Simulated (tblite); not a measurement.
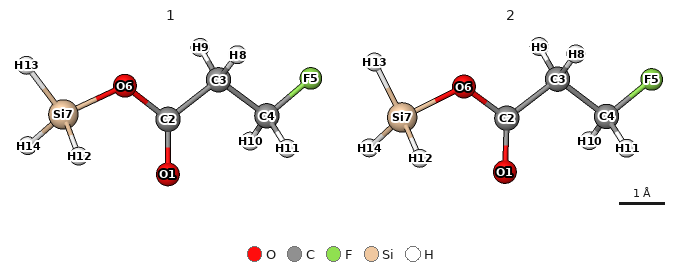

Two geometries of C$_{3}$H$_{7}$FO$_{2}$Si, drawn at one scale. One is the start of a relaxation, the other its converged end. A ball-and-stick model, seen at a tilt.

These are results of GFN2-xTB geometry optimisation, gas phase (tblite 0.8.0), not measurements. 

Question: Which one is relaxed?

Answer: Structure 2 is the relaxed one. The atom that moves furthest after the best rigid fit is H13 (0.21 Å). Largest moves by element: H 0.21 Å, O 0.09 Å, Si 0.07 Å, C 0.04 Å, F 0.03 Å. Among the contacts that change: Si7–H12 1.489 → 1.457 Å, O1–C2 1.232 → 1.202 Å, C2–O6 1.350 → 1.321 Å, C3–C4 1.493 → 1.522 Å. Bond angles that change, for instance: O6–Si7–H13 109.1° → 97.3°, H12–Si7–H13 107.7° → 114.3°, O1–C2–O6 126.4° → 123.0°. Over 28 geometry steps the energy falls by 20.2 kJ/mol. Cost: 0.29 s on 1 thread of Intel(R) Xeon(R) Processor @ 2.50GHz, on a shared host.
